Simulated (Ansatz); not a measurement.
A relaxed structure of ZnO. These are r2SCAN (plane waves to 500 eV, PAW, scalar-relativistic; Ansatz, an electronic-structure program) values and carry that method's errors.

P6₃mc (No. 186), hP4, wurtzite type; a = 3.2353 Å, b = 3.2353 Å, c = 5.2110 Å, α = 90.00°, β = 90.00°, γ = 120.00°.

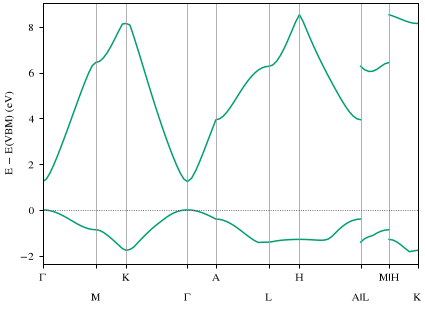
*Highest filled and lowest empty band along the path of this cell's Brillouin zone*

### Question
Read off the gap and say whether it is direct.

### Answer
1.24 eV, direct at Γ (no spin-orbit coupling).

### Question
How far does the top valence band disperse along this path?

### Answer
About 1.8 eV.

No spin polarisation in the result.

Measured for ZnO: a 3.2482 Å (0 K or low temperature; as listed in arXiv:1206.3780); c 5.204 Å (0 K or low temperature; as listed in arXiv:1206.3780); gap 3.6 eV (static lattice; corrected from measurement; as listed in Wei Chen et al., Physical Review Materials (2018)). Computed minus measured — a: r2SCAN -0.4 %; c: r2SCAN +0.1 %; gap: r2SCAN -2.36 eV. The computed values are for a static lattice, and a measured gap can be an optical one, lowered by exciton binding.

The run could not lose the symmetry of its start; a randomly shaken copy of 8 atoms returns to this structure.
